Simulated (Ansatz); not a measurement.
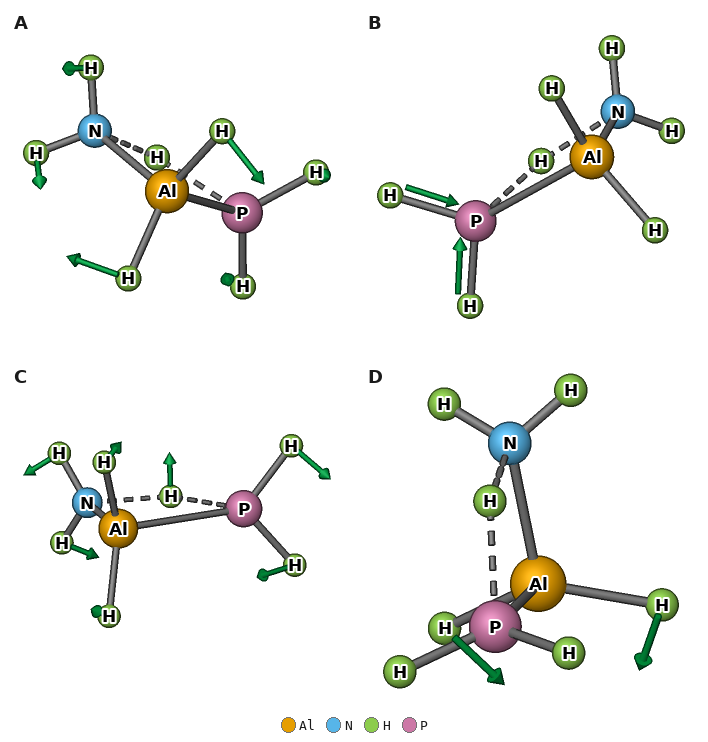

4 normal modes of one molecule or complex, as arrows. Broken sticks mark bonds that form or break. Harmonic vibrations computed with RKS PBE0-D4/def2-TZVP (Ansatz 0.2.0) at a stationary point of the same level. It is a saddle point of order 1.

Match the panels to the wavenumbers 181 cm⁻¹, 425 cm⁻¹, 738 cm⁻¹, 2478 cm⁻¹.

Answer. A: 425 cm⁻¹
B: 2478 cm⁻¹
C: 181 cm⁻¹
D: 738 cm⁻¹
